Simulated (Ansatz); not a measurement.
System: HgPtSeF₃.

```
CELL_PARAMETERS angstrom
0.15632 -4.14363 -0.00275
-4.14676 -0.00162 -0.01343
0.16995 0.08945 -7.24947
ATOMIC_POSITIONS crystal
Hg 0.48474 0.48693 0.30796
Pt 0.98333 0.98517 0.29111
Se 0.98518 0.98297 0.97945
F 0.55904 0.98558 0.91503
F 0.98936 0.55614 0.91458
F 0.99835 0.00321 0.56368
```

Space group P1; a generated structure, not necessarily the stable one; changed on purpose from its base cell (the structure that the rattled cell fell into); computed without spin polarisation.

Computed with DFT PBE, scalar-relativistic, plane waves, PAW (Ansatz 0.2.0).

What will maps of the valence pseudo-density and electron localisation function show?

Answer. Pt–F (1.98 Å): ρ at the midpoint is about 0.91 e/Å³; the ELF peaks at about 0.75 in the valence shell of F, 0.6 Å from its nucleus, and drops to about 0.15 between the two atoms; no localised pair shows between them.
Hg–Pt (2.89 Å): the density is about 0.29 e/Å³ at the midpoint; the ELF is about 0.25 at the midpoint; no shared electron pair shows on this line.

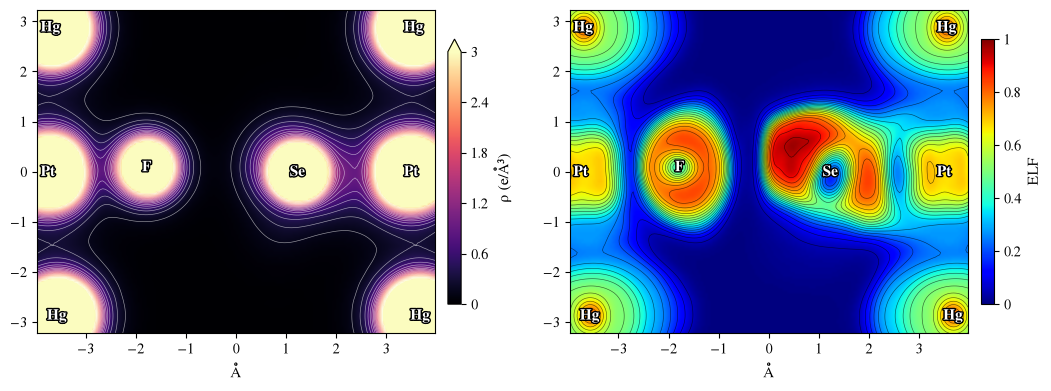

Computed valence pseudo-density and electron localisation function on the (11̄0) plane of the conventional cell, in this order. 

The density is the valence pseudo-density of a PAW calculation; it isn't the true density close to the nuclei.
